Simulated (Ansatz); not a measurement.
**wB97M-V/STO-3G run of CH5Al (AlH2Me)**

What is the electronic atomisation energy of CH5Al (AlH2Me) at wB97M-V/STO-3G? 

Program for the calculation: Ansatz 0.2.0.

56 further runs of the same task are left out: 2 that didn't finish, 54 set aside as unsound or not needed.

## (1) Starting point

CH5Al: 7 atoms, total charge 0, spin state singlet. As SMILES, `[H][Al]([H])[CH3]`. The shape comes from GFN2-xTB, which is rough for such elements, and wasn't checked as a minimum.

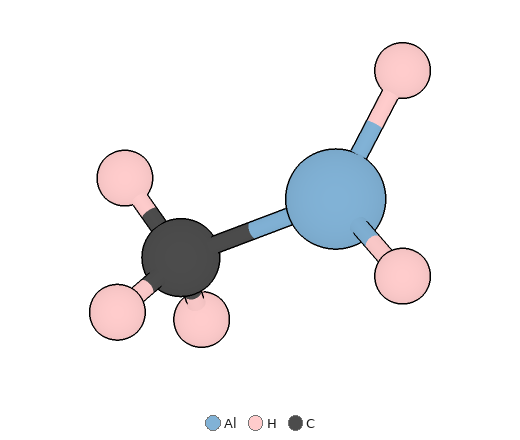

Viewed from a chosen angle; aluminium light blue, hydrogen pink, carbon dark grey.

## (2) The energy at wB97M-V/STO-3G

Input file job.yaml:

```yaml
crystal:
  periodic: [false, false, false]
  atoms:
    - {symbol: Al, position_ang: [0.532240, 0.925980, -0.002840]}
    - {symbol: H, position_ang: [2.079610, 1.030730, 0.039470]}
    - {symbol: H, position_ang: [-0.157080, 2.315610, -0.032820]}
    - {symbol: C, position_ang: [-0.456800, -0.794540, -0.002750]}
    - {symbol: H, position_ang: [-0.578610, -1.223840, -1.005100]}
    - {symbol: H, position_ang: [-1.469240, -0.690290, 0.408830]}
    - {symbol: H, position_ang: [0.049890, -1.563640, 0.595200]}
basis:
  gaussian: {orbitals: STO-3G}
hamiltonian: {xc: {name: wB97M-V}}
accuracy: high
```

Command:

```bash
$ ansatz run job.yaml --threads 1 --pin off --max-ram 2610MiB --events-out events.jsonl --progress --plain --runs-dir runs
```

Standard output:

```text
Warning: RAYON_NUM_THREADS=1 ignored (pool sized by the plan → 1); use --threads N
Functional definition: wB97M-V
  name "wB97M-V"
  parameter omega = 0.3/bohr
  parameter cx = 0.15
  parameter cx01 = 1.007
  parameter cx10 = 0.259
  parameter css00 = 0.443
  parameter css04 = -1.437
  parameter css10 = -4.535
  parameter css20 = -3.390
  parameter css43 = 4.278
  parameter cos00 = 1.000
  parameter cos10 = 1.358
  parameter cos20 = 2.924
  parameter cos21 = -8.812
  parameter cos60 = -1.390
  parameter cos61 = 9.142
  parameter b = 6.0
  parameter c = 0.01
  gx(w, u) = 1 - cx + cx01*u + cx10*w
  gss(w, u) = css00 + css04*u^4 + css10*w + css20*w^2 + css43*w^4*u^3
  gos(w, u) = cos00 + cos10*w + (cos20 + cos21*u)*w^2 + (cos60 + cos61*u)*w^6
  exchange = spin_sum(e_x_unif_sr(omega)*gx(b97_w, b97_u_x)) + cx*exact_x_sr(omega) + exact_x_lr(omega)
  correlation = spin_sum(e_c_pw_mod_same_spin*gss(b97_w, b97_u_same))
      + integral(e_c_pw_mod_opposite_spin*gos(b97_w_opposite, b97_u_opposite)) + vv10(b, c)
336 factors; integrals over basis functions are off by at most 1.4e-8 eV
159 factors; integrals over basis functions are off by at most 1.3e-9 eV
mean field evaluation 1: about -7622.0334 eV, gradient 1.4e1 eV
mean field evaluation 2: about -7622.7471 eV, gradient 4.3e0 eV
mean field evaluation 4: about -7622.8047 eV, gradient 3.2e-1 eV
mean field evaluation 8: about -7622.7423 eV, gradient 2.6e-4 eV
mean field -7622.74230855 eV, -280.1306129588 hartree, gradient 2.4e-8 eV, S^2 0.000000; 0 other end points of the search recorded, 0 dependent functions left out
reference -7622.74231136 eV, -280.1306130622 hartree; 12, 12 occupied and 7, 7 virtual orbitals, 336 factors
Total energy: -7622.74231136 eV, -280.1306130622 hartree
```

It took 16 s on 1 thread of Arm Neoverse V2, shared host; peak memory 0.3 GiB.

## (3) The Al atom

Input file molecule.yaml:

```yaml
crystal:
  periodic: [false, false, false]
  atoms:
    - {symbol: Al, position_ang: [0.000000, 0.000000, 0.000000]}
basis:
  gaussian:
    orbitals: STO-3G
magnetization:
  spin_polarized: true
  initial_magnetization: 1
hamiltonian:
  xc: {name: wB97M-V}
accuracy: high
```

Run the same way, it converges to -239.34738 Eh (log not shown).

## (4) The C atom, same level

Input file molecule.yaml:

```yaml
crystal:
  periodic: [false, false, false]
  atoms:
    - {symbol: C, position_ang: [0.000000, 0.000000, 0.000000]}
basis:
  gaussian:
    orbitals: STO-3G
magnetization:
  spin_polarized: true
  initial_magnetization: 2
hamiltonian:
  xc: {name: wB97M-V}
accuracy: high
```

Run the same way, it converges to -37.34862 Eh (log not shown).

## (5) The H atom, same level

Input file molecule.yaml:

```yaml
crystal:
  periodic: [false, false, false]
  atoms:
    - {symbol: H, position_ang: [0.000000, 0.000000, 0.000000]}
basis:
  gaussian:
    orbitals: STO-3G
magnetization:
  spin_polarized: true
  initial_magnetization: 1
hamiltonian:
  xc: {name: wB97M-V}
accuracy: high
```

Run the same way, it converges to -0.45654 Eh (log not shown).

## (6) What came out

At wB97M-V/STO-3G:

| quantity | value |
| --- | --- |
| molecule: total energy | -280.13061 Eh |
| Al atom: total energy | -239.34738 Eh |
| Al atom: ⟨S²⟩ | 0.750 |
| C atom: total energy | -37.34862 Eh |
| C atom: ⟨S²⟩ | 2.000 |
| H atom: total energy | -0.45654 Eh |
| H atom: ⟨S²⟩ | 0.750 |
| electronic atomisation energy | 31.345 eV |

What this shows: Taking the molecule apart into free atoms costs 31.34 eV (3024 kJ/mol), before zero-point energy and without spin-orbit coupling. In a minimal basis such a difference can be off by several eV, whatever the method.
